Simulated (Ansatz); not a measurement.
# Fields on a plane of Ti (hcp, Mg type)

```yaml
crystal:
  lattice:
    - [2.93885, 0.00000, 0.00000]
    - [-1.46943, 2.54512, 0.00000]
    - [0.00000, 0.00000, 4.64996]
  atoms:
    - { symbol: Ti, position: [0.33333, 0.66667, 0.75000] }
    - { symbol: Ti, position: [0.66667, 0.33333, 0.25000] }
```

The slice is a (-1 1 0 2) plane (indices of the conventional cell) through the point (0.667, 0.333, 0.250) (fractional), spanned by u = [110] and v = [1 -1 1] in vectors of this cell: u (2.94 Å) and v (6.89 Å, at 90° to u). It covers one period; positions are fractions (u, v).

Atoms on it: Ti at (0.00, 0.00). Other atoms lie within 1 Å of the plane.

Method: PBE (plane waves to 420 eV, PAW, scalar-relativistic; Ansatz, a program for electronic structure). k mesh 18×18×10. These are valence fields of a PAW run, semicore shells included where kept as valence: close to a nucleus they are smooth pseudo fields. The PAW data are Ansatz's earlier set. Ti is run without spin polarisation. Ti was relaxed with its symmetry unable to fall.

```
|xx960020069x|
|x97201310279|
|652003530025|
|000036763000|
|012468986421|
|234679997643|
|112468886421|
|000136763100|
|431014641013|
|873003630037|
|985104640158|
|985115851158|
|873127972137|
|320048984002|
|000258985200|
|001356665310|
|444332223344|
|775310001357|
|985210001258|
|986310001368|
|886421112468|
|555544444555|
|012467776421|
|000148984100|
|652026862025|
|x97204640279|
|xx950141059x|
|xxx7002007xx|
```
Scale: ten equal steps from 0.09 (start of '0') to 0.74 (end of '9'), in the order '0123456789'. Values: electron localisation function (ELF). The map has 12 points along u (one character each, u = 0 at the left) and 28 along v (v = 0 in the bottom row). Points within 0.5 Å of a nucleus are blanked (x), as the pseudised field means little there.

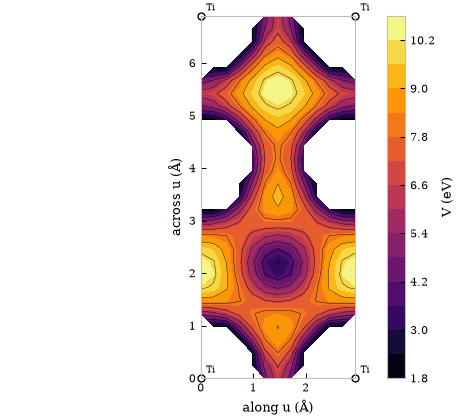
*Electrostatic potential energy of an electron, from the cell's mean, in eV, one period of the plane, atoms marked. Points within 1 Å of a nucleus are left white, as the pseudised field means little there. Values under 2 eV are set to 2. The zero, the cell's mean, hangs on the PAW cores.*

The density on the Ti–Ti line (2.94 Å) at its midpoint comes out as 0.19 e/Å³ and the ELF at that point is 0.27.
